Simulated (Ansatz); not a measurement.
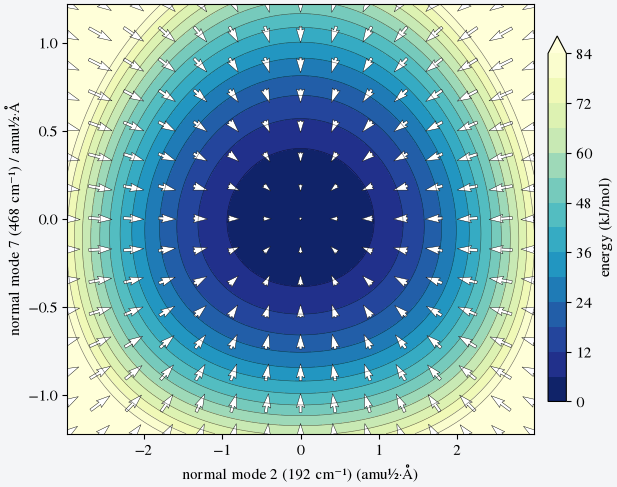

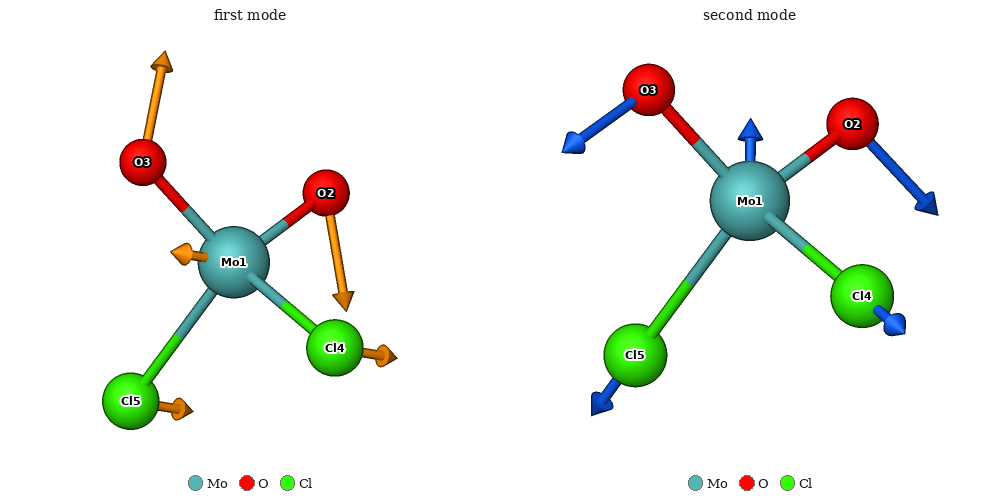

Energy landscape of MoO2Cl2. 
- Coordinates scanned: (1) normal mode 2 (192 cm⁻¹); (2) normal mode 7 (468 cm⁻¹).
- Nothing is relaxed (straight displacements along the two mass-weighted modes).
- The grid has 15 × 15 points; 154 points were computed and 71 follow by symmetry.
- Points are written as (first, second).
- Energies: kJ/mol, counted from the relaxed molecule at the same level.
- Method: RHF/def2-SVP in Ansatz.

The picture shows filled contours, arrows along the force (downhill), their lengths compressed, one colour for all values above the top of the scale. Between grid points the surface is interpolated. The second picture is the structure at the lowest point

**Summarise what can be read from the map.**

The lowest grid point is at (0.00 amu½·Å, 0.000 amu½·Å), 0 kJ/mol from the relaxed molecule at the same level. It is the only kind of minimum in the scanned range. The highest grid point, (−2.98 amu½·Å, 1.221 amu½·Å), lies 150 kJ/mol above the lowest.

The values on the grid:

| normal mode 7 (468 cm⁻¹) ↓, normal mode 2 (192 cm⁻¹) → | −2.98 | −2.55 | −2.13 | −1.70 | −1.28 | −0.85 | −0.43 | 0.00 | 0.43 | 0.85 | 1.28 | 1.70 | 2.13 | 2.55 | 2.98 |
| --- | --- | --- | --- | --- | --- | --- | --- | --- | --- | --- | --- | --- | --- | --- | --- |
| 1.221 | 150 | 122 | 99 | 81 | 68 | 59 | 54 | 52 | 54 | 59 | 68 | 81 | 99 | 122 | 150 |
| 1.046 | 133 | 106 | 84 | 67 | 54 | 46 | 41 | 39 | 41 | 46 | 54 | 67 | 84 | 106 | 133 |
| 0.872 | 119 | 92 | 70 | 54 | 42 | 34 | 29 | 28 | 29 | 34 | 42 | 54 | 70 | 92 | 119 |
| 0.698 | 106 | 80 | 59 | 43 | 31 | 24 | 19 | 18 | 19 | 24 | 31 | 43 | 59 | 80 | 106 |
| 0.523 | 96 | 70 | 49 | 34 | 23 | 16 | 12 | 10 | 12 | 16 | 23 | 34 | 49 | 70 | 96 |
| 0.349 | 88 | 62 | 42 | 28 | 17 | 10 | 6 | 5 | 6 | 10 | 17 | 28 | 42 | 62 | 88 |
| 0.174 | 82 | 57 | 38 | 23 | 13 | 6 | 2 | 1 | 2 | 6 | 13 | 23 | 38 | 57 | 82 |
| 0.000 | 79 | 54 | 35 | 21 | 11 | 5 | 1 | 0 | 1 | 5 | 11 | 21 | 35 | 54 | 79 |
| −0.174 | 78 | 54 | 35 | 22 | 12 | 6 | 2 | 1 | 2 | 6 | 12 | 22 | 35 | 54 | 78 |
| −0.349 | 80 | 56 | 38 | 25 | 16 | 9 | 6 | 5 | 6 | 9 | 16 | 25 | 38 | 56 | 80 |
| −0.523 | 85 | 61 | 44 | 31 | 22 | 16 | 12 | 11 | 12 | 16 | 22 | 31 | 44 | 61 | 85 |
| −0.698 | 92 | 69 | 52 | 39 | 30 | 25 | 21 | 20 | 21 | 25 | 30 | 39 | 52 | 69 | 92 |
| −0.872 | 103 | 80 | 63 | 51 | 42 | 36 | 33 | 32 | 33 | 36 | 42 | 51 | 63 | 80 | 103 |
| −1.046 | 116 | 94 | 78 | 66 | 57 | 51 | 48 | 47 | 48 | 51 | 57 | 66 | 78 | 94 | 116 |
| −1.221 | 133 | 111 | 95 | 83 | 75 | 69 | 66 | 65 | 66 | 69 | 75 | 83 | 95 | 111 | 133 |

The whole map (154 points run) took 12 min on 1 thread of Arm Neoverse N1 (shared host).
